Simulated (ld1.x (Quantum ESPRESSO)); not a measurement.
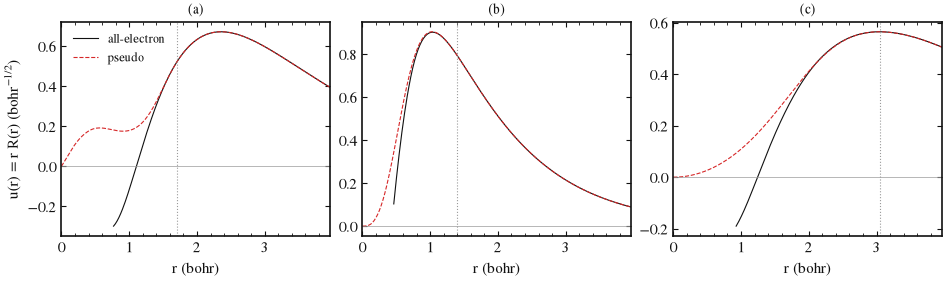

All-electron valence functions (solid) with their pseudo partners (dashed). Dotted lines mark the matching radii. The all-electron curves start outside the innermost oscillations, which aren't drawn.

ld1.x (Quantum ESPRESSO) 7.5, PBEsol, scalar-relativistic. The levels are (a) -11.23 eV, (b) -15.64 eV, (c) -6.17 eV.

Question: Identify the atom and the shell in each panel.

Answer: Silver (Ag), core [Kr], valence 4d10 5s0 5p0 (charge +1): (a) 5s, (b) 4d, (c) 5p.

Question: Are the pseudo-waves norm-conserving?

Answer: Yes. The TM semilocal scheme keeps the all-electron norm inside the radius.
